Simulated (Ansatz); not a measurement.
```
CELL_PARAMETERS angstrom
7.18470 0.00000 0.00000
-3.59235 6.22214 0.00000
0.00000 0.00000 4.10137
ATOMIC_POSITIONS crystal
Sb 0.38770 0.30190 0.25000
Sb 0.08580 0.38770 0.75000
Sb 0.69810 0.08580 0.25000
Sb 0.61230 0.69810 0.75000
Sb 0.91420 0.61230 0.25000
Sb 0.30190 0.91420 0.75000
Os 0.33333 0.66667 0.25000
Os 0.66667 0.33333 0.75000
```

Space group P6₃/m; built by placing these elements on a known structure type; not relaxed (largest force 0.5 eV/Å); computed pressure about 3 GPa in this cell; computed without spin polarisation.

All numbers below come from Ansatz, DFT, PAW plane waves, r2SCAN.

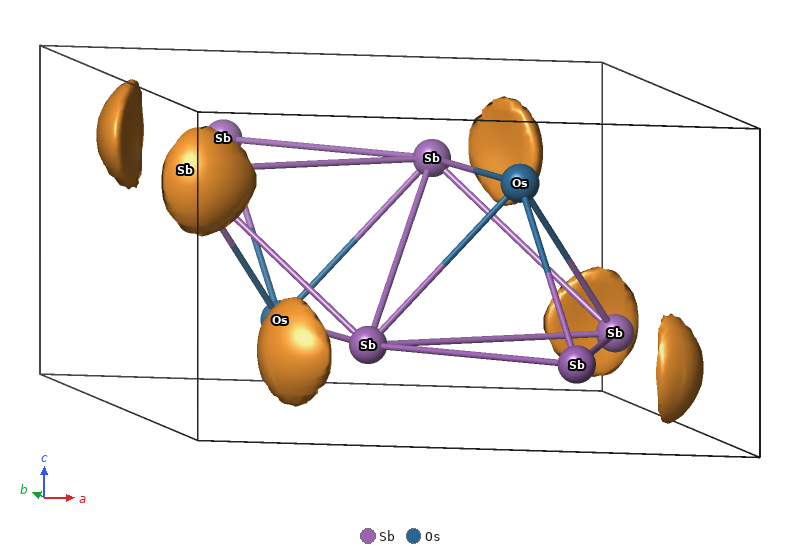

Sb3Os. Isosurface of the electron localisation function at 0.65 (orange), seen slightly off an axis. Core shells are left out. Sticks mark near contacts.

What do the ELF domains correspond to?

The surface consists of six pockets between the atoms, centred on no nucleus (multi-centre or interstitial), counted in one cell of 8 atoms. Regions shared between cells count once. Profiles from the grid: Sb–Os (2.80 Å): the ELF reaches about 0.55 near the midpoint. Sb–Sb (3.21 Å): the ELF is about 0.35 at the midpoint.
